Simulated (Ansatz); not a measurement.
LiV

The calculation's input:

```
crystal:
  lattice:
    - [4.4964312011, 0.0, 0.0]
    - [-2.2482156005, 3.8940236465, 0.0]
    - [0.0, 0.0, 5.22084527]
  atoms:
    - { symbol: Li, position: [0.3333333333, 0.6666666667, 0.75], spin: 0.23 }
    - { symbol: Li, position: [0.6666666667, 0.3333333333, 0.25], spin: 0.23 }
    - { symbol: V, position: [0.3333333333, 0.6666666667, 0.25], spin: 3.13 }
    - { symbol: V, position: [0.6666666667, 0.3333333333, 0.75], spin: 3.13 }
basis:
  ecutwfc: 420
kpoints:
  mp_grid: { grid: [12, 12, 10] }
hamiltonian:
  xc: pbe
scf:
  occupations: { method: gaussian, width: 0.1 }
output:
  forces: true
  stress: true
  eigenvalues: true
  populations: true
  write_density: true
  write_potential: true
  elf: true
  volumetric_format: npy
magnetization:
  spin_polarized: true
relax:
  adjacent_minimum: "off"
  f_tol: 0.01
  max_steps: 80
  cell: { stress_tol: 0.05 }
```

Launched as:

```sh
ansatz run input.yaml --threads 1 --pin off --max-ram 2560MiB --backend cpu --events-out ev --progress --plain --runs-dir out
```

Below, planes, directions and counts refer to the conventional cell (a = 4.50 Å, b = 4.50 Å, c = 5.22 Å, α = 90.00°, β = 90.00°, γ = 120.00°).

The fields are those of the relaxed geometry.

Space group P6₃/mmc; started from the wurtzite_186 prototype, which need not be the ambient phase; the SCF solution may not be the lowest one; the program warned that another magnetic order may lie lower; spin-polarised.

Computed with DFT PBE, scalar-relativistic, plane waves, PAW (Ansatz 0.2.0).

**Predict the valence pseudo-density, electron localisation function and spin density between the atoms.**

Li–V (2.61 Å): ρ is about 0.16 e/Å³ halfway; the ELF is about 0.30 at the midpoint.
The spin density sits on V: +2.9 μB (×2) in one cell of 4 atoms, with smaller moments on Li (up to +0.21 μB): parallel main moments (a ferromagnetic arrangement) in this solution. The cell of the calculation (4 atoms) carries 8.2 μB of net spin moment.

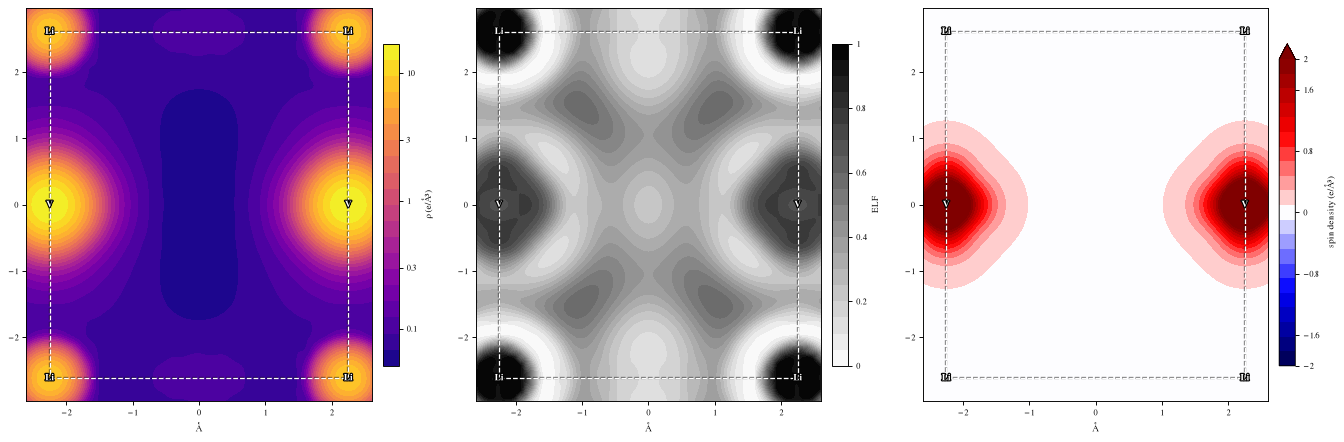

Computed valence pseudo-density, electron localisation function and spin density on the (010) plane of the conventional cell, in this order. 

In a PAW calculation such maps are meaningful between the atoms, not at the nuclei.
